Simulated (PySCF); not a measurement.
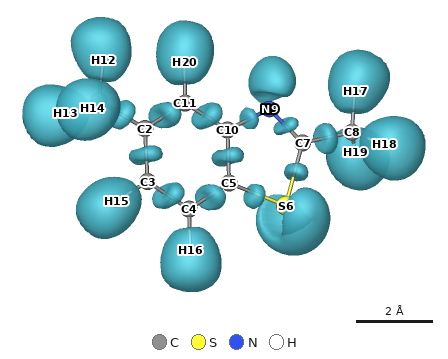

C₉H₉NS. Isosurface of the electron localisation function at 0.85 (cyan), seen at a tilt. Only the valence region is drawn (cores and ρ < 0.01 e/Å³ removed).

Geometry: PBE0-D3(BJ)/def2-SVP.

Theory: CAM-B3LYP/def2-SVPD, SCF density, gas phase in PySCF.

Input

```
{"job": {"kind": "uv", "xc": "CAM-B3LYP", "basis": "def2-SVPD", "ip": false}, "charge": 0, "multiplicity": 1}
C     -3.399475     0.701016    -0.186993
C     -2.026737     0.116899    -0.013302
C     -1.883666    -1.222299     0.408767
C     -0.639712    -1.812571     0.580307
C      0.496076    -1.042251     0.323003
S      2.176288    -1.463142     0.436720
C      2.587434     0.173687    -0.082508
C      4.013096     0.577920    -0.222146
N      1.581583     0.946346    -0.315252
C      0.384300     0.301728    -0.099627
C     -0.885464     0.871284    -0.264533
H     -3.352363     1.762499    -0.466125
H     -3.960881     0.170506    -0.972852
H     -3.987823     0.620397     0.740471
H     -2.782375    -1.813098     0.607571
H     -0.556086    -2.850493     0.908749
H      4.048204     1.621283    -0.559809
H      4.546978     0.492219     0.736892
H      4.538064    -0.055452    -0.953850
H     -0.954370     1.911033    -0.591420
```

Command:

```sh
OMP_NUM_THREADS=2 python probes_run.py task.json out
```

Question: Describe the localisation domains.

Answer: At this value the surface marks out eight regions between bonded C–C atoms (shared pairs), two regions between bonded C–N atoms (shared pairs), two regions between bonded C–S atoms (shared pairs), nine regions around hydrogen nuclei, one lobe on N, pointing away from the bonds (lone pairs) and one lobe on S, pointing away from the bonds (lone pairs, which may merge into one lobe).

Values along the shortest contacts:
C–N (1.29 Å): the ELF peaks at about 0.90 between the atoms: localised, covalent bonding. C–C (1.39 Å): the ELF peaks at about 0.95 between the atoms (a covalent bond).
